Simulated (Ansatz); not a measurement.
Fields on a plane of CsCl (CsCl type)

```xyz
2
Lattice="4.0682 0.0000 0.0000 0.0000 4.0682 0.0000 0.0000 0.0000 4.0682" Properties=species:S:1:pos:R:3 pbc="T T T"
Cs     0.0000     0.0000     0.0000
Cl     2.0341     2.0341     2.0341
```

The slice is a {110} plane (indices of the conventional cell) through the point (0.500, 0.500, 0.500) (fractional), spanned by u = [100] and v = [011] in vectors of this cell: u (4.07 Å) and v (5.75 Å, at 90° to u). It covers one period; positions are fractions (u, v).

Atoms on it: Cs at (0.50, 0.50); Cl at (0.00, 0.00).

Method: PBEsol (plane waves to 420 eV, PAW, scalar-relativistic; Ansatz, a first-principles code). k mesh 8×8×8. Near the nuclei the fields are pseudised (PAW); where an atom keeps semicore shells as valence, they peak there. CsCl was relaxed with its symmetry unable to fall.

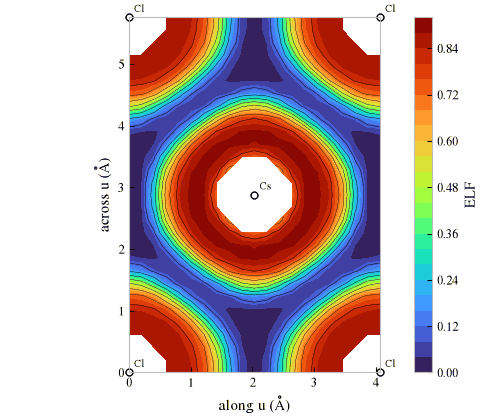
*Electron localisation function (ELF), one period of the plane, atoms marked. Points within 0.5 Å of a nucleus are left white, as the pseudised field means little there.*

| v \ u | 0.00 | 0.15 | 0.30 | 0.45 | 0.60 | 0.75 | 0.90 |
|---|---|---|---|---|---|---|---|
| 0.86 | 0.0 | -0.3 | -1.0 | -1.5 | -1.4 | -0.7 | -0.1 |
| 0.71 | -1.2 | -1.2 | -0.9 | -0.5 | -0.6 | -1.0 | -1.2 |
| 0.57 | -1.6 | -0.9 | 0.0 | -0.1 | 0.0 | -0.3 | -1.2 |
| 0.43 | -1.6 | -0.9 | 0.0 | -0.1 | 0.0 | -0.3 | -1.2 |
| 0.29 | -1.2 | -1.2 | -0.9 | -0.5 | -0.6 | -1.0 | -1.2 |
| 0.14 | 0.0 | -0.3 | -1.0 | -1.5 | -1.4 | -0.7 | -0.1 |
| 0.00 | -3.0 | 0.2 | -0.6 | -1.5 | -1.2 | -0.3 | 0.2 |

Values: log₁₀ of the valence density in e/Å³. The scale is logarithmic, as a density can span decades between atoms and voids; values under 0.001 e/Å³ are set to 0.001.
